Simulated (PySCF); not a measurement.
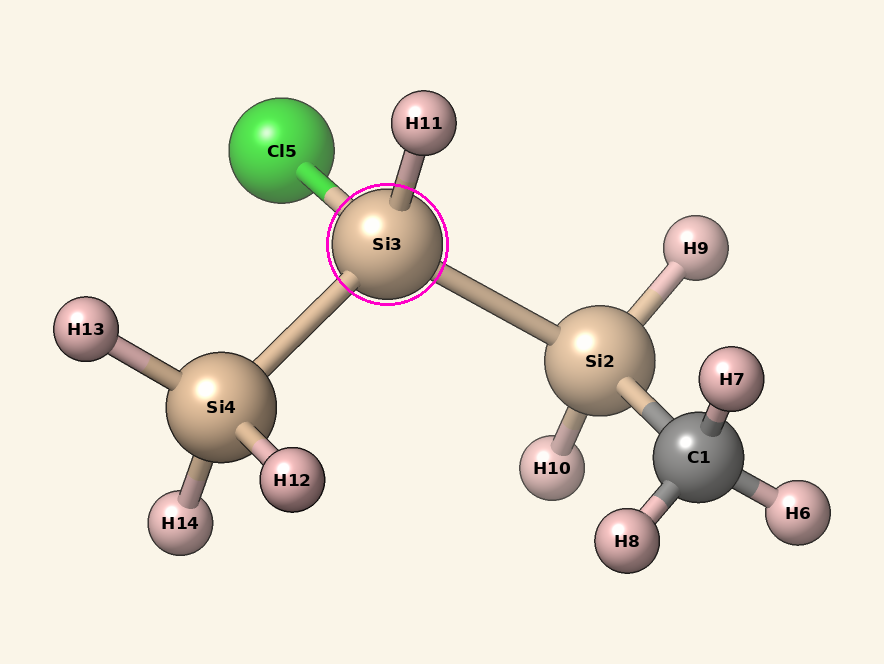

Distant atoms are faded towards the background colour. Circles mark the stereogenic atoms. The computed structure is the end point of a PBE0-D3(BJ)/def2-SVP optimisation. No frequency run is at hand to confirm it as a minimum.

### What are the Cahn–Ingold–Prelog descriptors?

Si3: S (priorities Cl5 > Si2 > Si4 > H11).
